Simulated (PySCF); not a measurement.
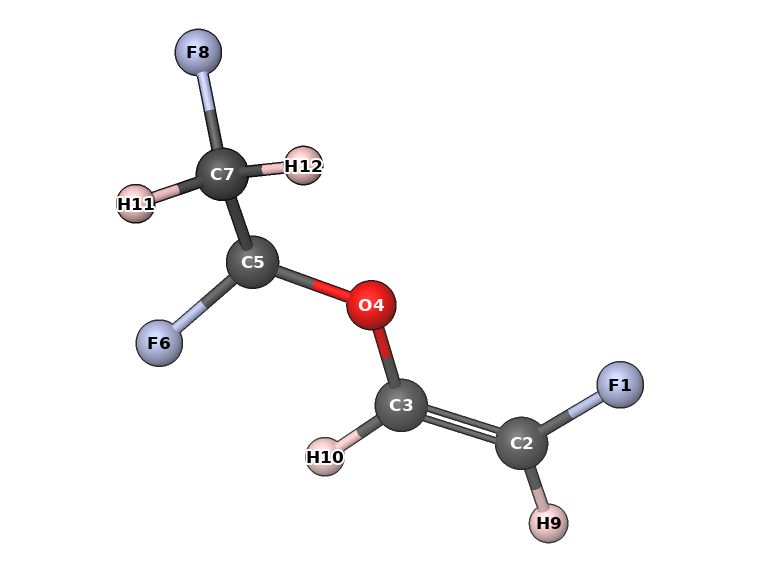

Charge 0, doublet. Computed geometry: GFN2-xTB optimisation. No frequency run is at hand to confirm it as a minimum. Level of theory: UKS B3LYP, pcH-1 on C F H O, non-relativistic (PySCF 2.14.0).

Give the isotropic hyperfine couplings (Fermi-contact term alone) of F1, C2, C3, O4, C5, F6, C7, F8, H9, H10, H11, H12.

```tsv
atom	isotope	a_iso (MHz)
F1	19F	18.3
C2	13C	12.1
C3	13C	−11.4
O4	17O	−22.5
C5	13C	229.1
F6	19F	200.5
C7	13C	−23.6
F8	19F	261.2
H9	1H	−9.5
H10	1H	2.7
H11	1H	19.1
H12	1H	13.8
```
